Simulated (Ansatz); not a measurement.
The starting structures come from a database of crystals and need not be the phases stable at ambient conditions.

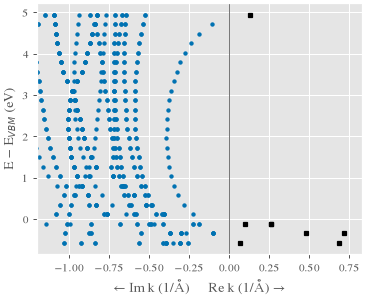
Figure. Complex bands at the centre of the two-dimensional zone; r2SCAN (Ansatz, an electronic-structure program)

The gap is the functional's own. No spin-orbit coupling. Mid-gap values are those at the computed energy nearest the middle.

Problem. This is SrGe(HO$_{2}$)$_{2}$ (I-42d, 16 atoms a cell, 11.4 Å³ an atom, -3 GPa at this level) along the normal of (001). Read off the slowest decay at the centre of the two-dimensional zone at 2.42 eV, the computed energy nearest the middle of the gap.

Solution. κ ≈ 0.39 1/Å, a decay length 1/(2κ) of the density of 1.3 Å.
